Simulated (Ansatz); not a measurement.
# GaCu2SnSe2O2, from a guessed structure to a relaxed one, part 2 of 2

Starting from a made-up structure for GaCu2SnSe2O2, the aim is the relaxed cell, its shortest contacts and, where a second run follows, its electronic structure.

Ansatz 0.2.0; DFT, PBEsol, plane-wave PAW, files of the set soft_1, scalar-relativistic, ferromagnetic start, cell and ions relaxed at zero pressure; PAW set soft_1 (the session's first sound run).

So far: Starting point; Relaxing cell and atoms.

## (3) Bands of the relaxed cell

With the geometry fixed, one more self-consistent run, with a narrower smearing and the mesh shown in its input, gives the bands, and its pressure, and its forces where symmetry allows any, show how far the geometry depends on these settings.

This step: DFT, PBEsol, plane-wave PAW, files of the set soft_1, scalar-relativistic, no spin, bands and density of states at the relaxed cell; PAW set soft_1 (Ansatz 0.2.0).

input.yaml

```yaml
crystal:
  lattice:
    - [3.8611901124, -5.3376013722, 0.1924175343]
    - [3.8611901124, 5.3376013722, 0.1924175343]
    - [-3.6652450626, 0.0, 3.1474455379]
  atoms:
    - { symbol: Sn, position: [0.43733606, 0.56266394, 0.0] }
    - { symbol: Se, position: [0.3714233811, 0.0843333622, 0.4836951965] }
    - { symbol: Se, position: [0.9156666378, 0.6285766189, 0.5163048035] }
    - { symbol: Ga, position: [0.7654984083, 0.2345015917, 0.5] }
    - { symbol: Cu, position: [0.9788410985, 0.0211589015, 0.0] }
    - { symbol: Cu, position: [0.2969934363, 0.7030065637, 0.5] }
    - { symbol: O, position: [0.0626928871, 0.3207519091, 0.9505110957] }
    - { symbol: O, position: [0.6792480909, 0.9373071129, 0.0494889043] }
kpoints:
  mp_grid: { grid: [6, 6, 10] }
  band_path:
    path:
      - [[0.0, 0.5, -0.5], [0.0, 0.0, 0.0], [0.5, 0.0, 0.0]]
      - [[0.5, 0.5, -0.5], [0.0, 0.0, 0.0], [0.0, -0.5, 0.0]]
      - [[0.0, 0.0, -0.5], [0.0, 0.0, 0.0], [0.5, -0.5, 0.0]]
      - [[0.5, 0.0, -0.5], [0.0, 0.0, 0.0]]
    npoints: 11
scf:
  occupations: { method: fermi_dirac, width: 0.03 }
  n_extra_bands: 12
hamiltonian:
  xc: pbesol
  pseudopotentials: { kind: paw, azcp: { folder: soft_1 }, xc_functional: pbe }
output:
  forces: true
  stress: true
  write_bands: true
  dos: { projected: true }
  write_density: true
  write_potential: true
  elf: true
  volumetric_format: npy
```

Run with:

```sh
> ansatz run input.yaml --threads 4 --pin off --max-ram 10240MiB --backend cpu --events-out ev --progress --plain --runs-dir out
```

Numbers of over 12 decimals in the logs are rounded to 6 here.

The log of the run:

```text
[...]
Crystal: 8 atoms, lattice volume = 137.263 Å³
Basis set: ecut = 420 eV, 2645 PW (Γ), exchange–correlation on 90×90×72 points (8 copies of the dense FFT grid, shifted against one another)
Bands: 67, of which v1, the nominal top of the filled ones, is band 55 counted from 1 (54 counted from 0)
Symmetry: 2 space group operations
[...]
k-points: 110 of 360 (time reversal used)
[...]
SCF iter   1: F=—  HF=-34841.007437 eV  |F-HF|=—  |Δ(HF+E_count)|=         —  Δρ=6.15e-2  dr2=3.68e0  ethr=3.10e-3  ⟨swp⟩=6.0  Hψ=25973  notcnv=0  defer=5
[...]
SCF iter  12: F=-34840.277020 eV  HF=-34840.277020 eV  |F-HF|=1.29e-8  |Δ(HF+E_count)|=   2.30e-8  Δρ=4.39e-6  dr2=1.79e-8  ethr=9.17e-11  ⟨swp⟩=6.9  Hψ=47274  notcnv=0
SCF 1 converged in 12 iterations: F = -34840.277020 eV  dr2 = 1.79e-8
[...]
NSCF: frozen V_eff on 81 k-points
SCF converged after 12 iterations
Free energy (F): -34840.277020 eV
[...]
Internal energy: -34840.267038 eV  (E = F + TS)
E sigma→0 (E₀):  -34840.272029 eV
Entropy (-TS):   -0.009981 eV (-1.248 meV/atom)
Fermi energy:    9.543607 eV
[...]
--- Forces (eV/Å), atoms counted from 1 ---
  atom   1  Sn     0.00000000     0.01414396     0.00000000
  atom   2  Se     0.00133386    -0.00076226    -0.01513161
  atom   3  Se    -0.00133386    -0.00076226     0.01513161
  atom   4  Ga     0.00000000    -0.01089223    -0.00000000
  atom   5  Cu     0.00000000    -0.00692669     0.00000000
  atom   6  Cu     0.00000000     0.00415472     0.00000000
  atom   7  O      0.00412828     0.00054518     0.00015671
  atom   8  O     -0.00412828     0.00054518    -0.00015671
  max |Σ_I F_I| component: 4.56e-5 eV/Å
--- Stress (GPa, compression-positive) ---
        0.038776      -0.000000       0.016392
       -0.000000       0.021437       0.000000
        0.016395       0.000000      -0.083402
  P = ⅓ Tr σ = -0.0077 GPa (-0.077 kbar)
--- Band table (eV; the first three rows and the last of 110) ---
  k-point 0: bands = [... 51 lower, 8.3508, 9.1345, 9.1641, 9.9595, 11.2011, 12.7704, 13.0242, 13.2830, ... 8 higher]
  k-point 1: bands = [... 51 lower, 8.4011, 9.1252, 9.1662, 9.5615, 11.3460, 12.7402, 12.8783, 13.3872, ... 8 higher]
  k-point 2: bands = [... 51 lower, 8.4636, 9.0235, 9.0765, 9.2163, 11.4993, 12.1443, 12.5964, 13.2211, ... 8 higher]
  k-point 109: bands = [... 51 lower, 8.6271, 8.8723, 9.0509, 9.9839, 11.4133, 12.6057, 12.7059, 13.4956, ... 8 higher]
```

Wall time 61 s (4 threads of Arm Neoverse V1, shared host); peak memory 1.1 GiB.

In the SCF lines HF is the Harris–Foulkes energy and dr2 the Hartree energy of the density residual, in eV; the loop may stop once dr2 is under the threshold and the program's other checks hold. Hψ counts applications of the Hamiltonian.

This step gave:

| Quantity | Value |
| --- | --- |
| free energy | -34840.2770 eV |
| energy at zero smearing | -34840.2720 eV |
| smearing term TS | 0.009981 eV |
| pressure | -0.007729 GPa |

From bands.tsv, the bands that come nearest the Fermi level along the path, at its corners, in eV from the Fermi level:

```
point  band 51  band 52  band 53  band 54  band 55  band 56  band 57  band 58
    X    -1.35    -1.11    -0.99    -0.43    -0.02     1.34     2.95     3.48
    Γ    -1.68    -1.19    -0.41    -0.38     0.42     1.66     3.23     3.48
    Y    -1.24    -1.12    -0.81    -0.57    -0.13     1.43     2.70     3.86
    L    -1.15    -0.92    -0.67    -0.49     0.44     1.87     3.06     3.16
    Γ    -1.68    -1.19    -0.41    -0.38     0.42     1.66     3.23     3.48
    Z    -1.24    -1.12    -0.81    -0.57    -0.13     1.43     2.70     3.86
    N    -1.10    -1.06    -0.72     0.23     0.42     0.62     1.47     1.93
    Γ    -1.68    -1.19    -0.41    -0.38     0.42     1.66     3.23     3.48
    M    -1.28    -1.02    -0.75    -0.27     0.17     0.60     1.44     2.33
    R    -1.35    -1.11    -0.99    -0.43    -0.02     1.34     2.95     3.48
    Γ    -1.68    -1.19    -0.41    -0.38     0.42     1.66     3.23     3.48
```

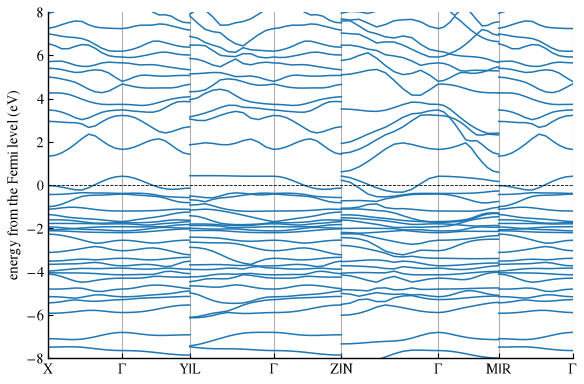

Bands along the path. 32 bands lie wholly below the window drawn.

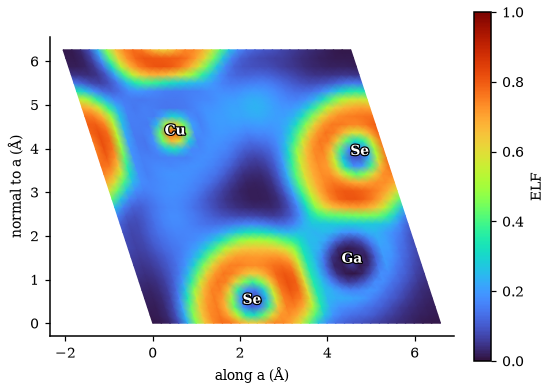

ELF in the ab plane of the cell as run, not the conventional one, at fractional z = 0.484, with atoms of Se and Ga and Cu within 0.2 Å of it. It is the smooth field of the valence electrons, not physical close to the nuclei.

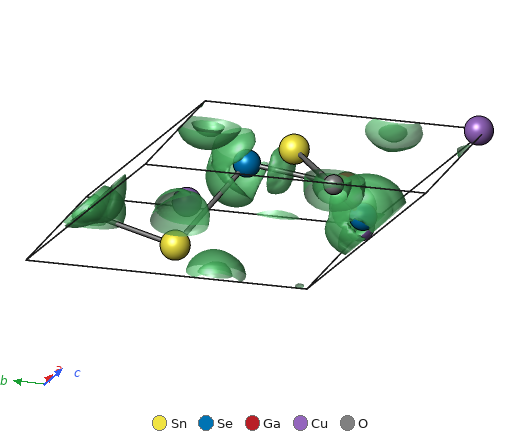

Surface of ELF = 0.76. Drawn on the cell as run, not the conventional one. Bonds to atoms that aren't drawn are left out.

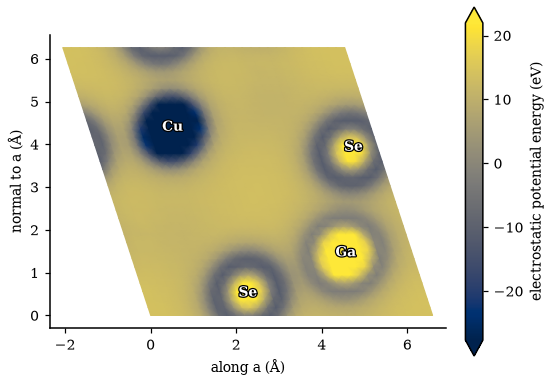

Electrostatic potential energy in the ab plane of the cell as run, not the conventional one, at fractional z = 0.484, with atoms of Se and Ga and Cu within 0.2 Å of it. With pseudopotentials it is smooth inside the atoms' cores, unlike the true potential.

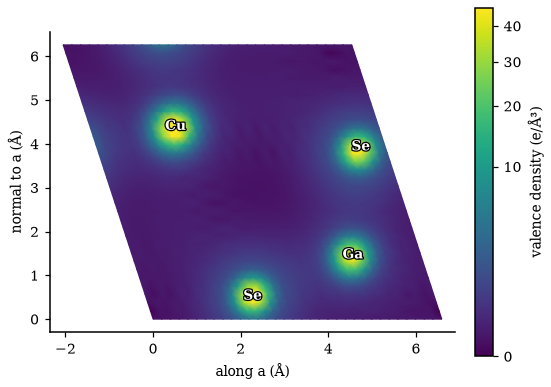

Valence density in the ab plane of the cell as run, not the conventional one, at fractional z = 0.484, with atoms of Se and Ga and Cu within 0.2 Å of it. It is the smooth field of the valence electrons, not physical close to the nuclei. The colour scale is stretched toward low values.

## (4) Results

```yaml
space_group_relaxed: C2
conventional_cell: a = 6.691, b = 10.675, c = 4.831 Å; α = 90.0°, β = 127.3°, γ = 90.0°
volume_per_atom: 17.16 Å³ (guess 18.33)
total_moment: 0.00 μB in the cell of 8 atoms
```

GaCu2SnSe2O2 relaxes to C2 with a = 6.691, b = 10.675 and c = 4.831 Å. The guessed volume was 7 % too large. The space group C2 was held in the relaxation, so the end point is a stationary structure within it and may be a saddle against distortions or other arrangements. The moments died out from this one start and weren't seeded again at the relaxed cell. Bands cross the Fermi level, so it is a metal or semimetal at this level. The electron count is odd, which forces that without spin polarisation or a larger cell. On the 6×6×10 mesh with the narrower smearing (relaxed on 6×6×7) the largest force component is 0.015 eV/Å and the largest stress component is 0.083 GPa, against the relaxation's thresholds of 0.015 eV/Å and 0.05 GPa. The cutoff wasn't tested. A vector of the cell changed its length by 9 %, more than the volume shows. No dispersion term is used, so weakly bound directions may come out too long. Nothing here tests whether the compound is stable against decomposition.

[Logs are printed without paths, hosts, clocks, repeated set-up lines and the standing remarks that a program may print on its own settings, such as how far it seeks lower states.]

[Hosts, paths, dates, database ids (printed as entryN), source tags and the programs' standing remarks are cut or masked in the printed files.]
